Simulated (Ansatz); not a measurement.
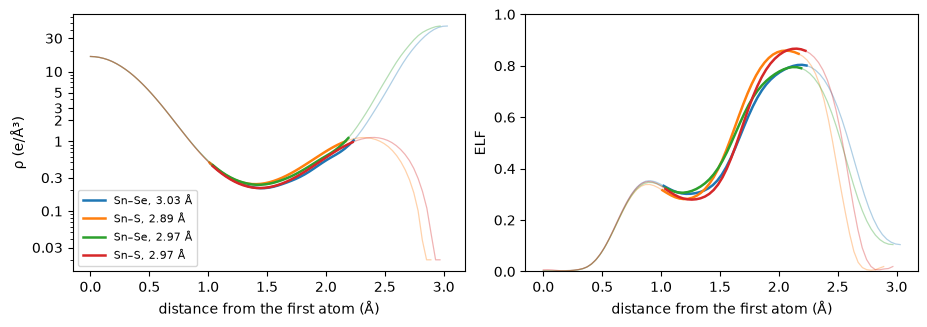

*Sn$_{3}$Se$_{2}$S. Valence charge density (pseudo) and electron localisation function along straight lines between neighbouring atoms. Thin, pale parts lie inside the atomic spheres.*

Space group I4/mmm; a structure generated by program, which may or may not match a known phase; changed on purpose from its base cell (volume × 0.97, shape and atoms relaxed).

These are results of DFT PBE, scalar-relativistic, plane waves, PAW in Ansatz, not measurements.

The density is the valence pseudo-density of a PAW calculation; it isn't the true density close to the nuclei.

> Compare the contacts.

Sn–Se (3.03 Å): the density is about 0.22 e/Å³ at the midpoint; the ELF is about 0.40 at the midpoint.
Sn–S (2.89 Å): the density is about 0.25 e/Å³ at the midpoint; the ELF peaks at about 0.85 in the valence shell of S, 0.8 Å from its nucleus, and drops to about 0.30 between the two atoms.
Sn–Se (2.97 Å): ρ is about 0.24 e/Å³ halfway; the ELF is about 0.40 at the midpoint.
Sn–S (2.97 Å): ρ at the midpoint is about 0.22 e/Å³; the ELF peaks at about 0.85 in the valence shell of S, 0.8 Å from its nucleus, and drops to about 0.30 between the two atoms.
